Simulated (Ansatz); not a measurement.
```
Y P
1.0
     3.91457    0.00000    0.00000
    -1.95728    3.39011    0.00000
     0.00000    0.00000   18.67996
Y P
6 3
Cartesian
  1.9573 1.1300 1.5760
  0.0000 2.2601 7.8026
  0.0000 0.0000 14.0294
  0.0000 0.0000 4.6506
  1.9573 1.1300 10.8773
  0.0000 2.2601 17.1039
  0.0000 0.0000 0.0000
  1.9573 1.1300 6.2266
  0.0000 2.2601 12.4534
```

Space group R-3m; started from the cadmium chloride_166 prototype, which need not be the ambient phase; computed without spin polarisation.

Method: DFT PBE, scalar-relativistic, plane waves, PAW (Ansatz).

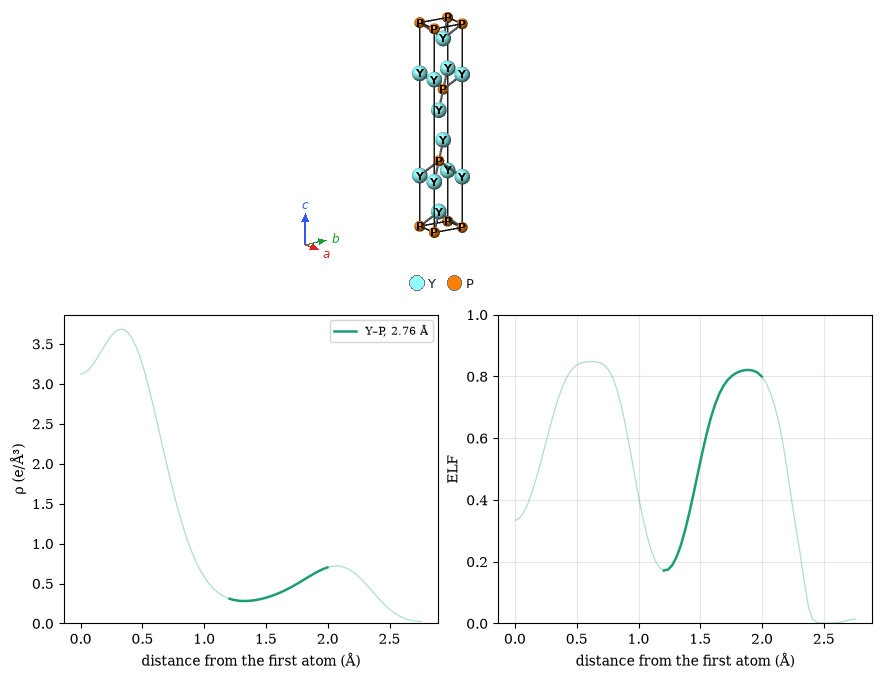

Y$_{2}$P. Valence pseudo-density and electron localisation function along straight lines between neighbouring atoms. Thin, pale parts lie inside the atomic spheres. The structure is drawn too.

In a PAW calculation such maps are meaningful between the atoms, not at the nuclei.

Q: What can be read from the curves?

A: Y–P (2.76 Å): ρ is about 0.29 e/Å³ halfway; the ELF peaks at about 0.80 in the valence shell of P, 0.9 Å from its nucleus, and is about 0.30 at the midpoint.
